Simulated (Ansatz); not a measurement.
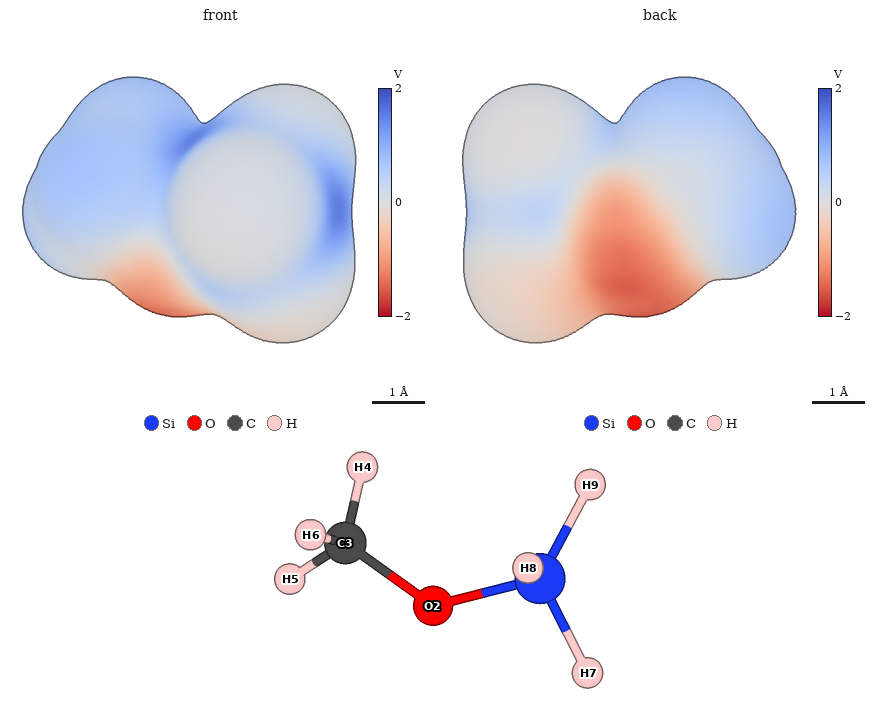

CH6OSi. The electrostatic potential painted on the density surface at 0.002 e/bohr³, seen from the front and from behind; red is negative and blue positive. The bare structure is drawn below in the same view.

Not at a stationary point (largest force 1.1 eV/Å).

Level of theory: Ansatz 0.2.0, RKS B3LYP/6-31G*.

Input file:

```
crystal:
  periodic: [false, false, false]
  atoms:
    - { symbol: Si, position_ang: [0.0, 0.0, 0.0] }
    - { symbol: O, position_ang: [1.0382, 0.0, 1.5673] }
    - { symbol: C, position_ang: [-0.073, -0.3437, 2.3817] }
    - { symbol: H, position_ang: [-0.7757, -0.9775, 1.8015] }
    - { symbol: H, position_ang: [0.2798, -0.9037, 3.2728] }
    - { symbol: H, position_ang: [-0.593, 0.5809, 2.7085] }
    - { symbol: H, position_ang: [1.629, 0.0, 0.3193] }
    - { symbol: H, position_ang: [-0.6877, 1.1914, -0.4862] }
    - { symbol: H, position_ang: [-0.6877, -1.1914, -0.4862] }
basis:
  gaussian: { orbitals: "6-31G*" }
hamiltonian:
  xc: b3lyp
relax:
  f_tol: 0.15
  max_steps: 25
  restrain:
    - { distance: [1, 6], at: 2.21, k: 30.0 }
    - { distance: [0, 1], at: 1.68, k: 30.0 }
    - { distance: [0, 6], at: 1.46, k: 30.0 }
output:
  orbitals: {}
```

Launched as:

```sh
ansatz run input.yaml --threads 1 --pin off --max-ram 2048MiB --backend cpu --events-out ev --progress --plain --runs-dir out
```

The fields are those of the run's last geometry, not of the input's.

**Where is the surface potential most negative and most positive?**

The most negative region (about −1.5 V, or −35 kcal/mol for a unit charge) lies over O2, the most positive (about +1.4 V, or +32 kcal/mol for a unit charge) over Si1. O2 is the likeliest acceptor of a hydrogen bond.
